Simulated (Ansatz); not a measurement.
```yaml
atoms:
  - { symbol: B, position_ang: [0.4596, -0.4769, 0.5205] }
  - { symbol: Br, position_ang: [0.7036, 0.0659, 2.3401] }
  - { symbol: Br, position_ang: [1.2524, -2.0953, -0.1256] }
  - { symbol: B, position_ang: [-0.4597, 0.4770, -0.5204] }
  - { symbol: Br, position_ang: [-2.3417, 0.1650, -0.6815] }
  - { symbol: Br, position_ang: [0.3857, 1.8643, -1.5332] }
```

Geometry: PBE-D4/def2-SVP.

Method: RKS PBE0-D4/def2-TZVP (Ansatz).

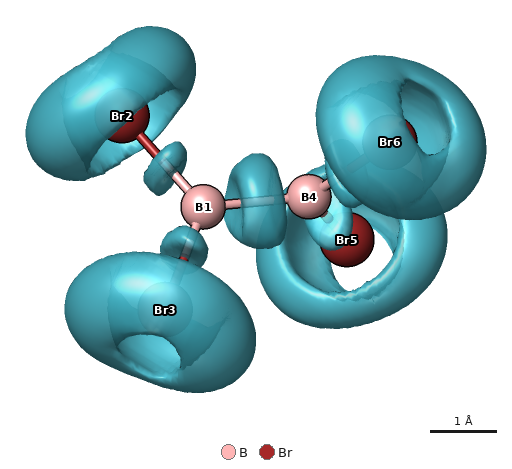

B2Br4 (B2(Br)4). Isosurface of the ELF at 0.8 (cyan), seen at a tilt. Core shells and regions of very low density are left out.

What do the ELF domains correspond to?

The surface consists of one region between bonded B–B atoms (shared pairs), four regions between bonded B–Br atoms (shared pairs) and four rings or bowls of non-bonding electrons around Br. Along the contacts the grid gives the following. B–B (1.68 Å): the ELF peaks at about 1 between the atoms; a covalent bond. B–Br (1.91 Å): the ELF peaks at about 0.90 between the atoms; a polar covalent bond.
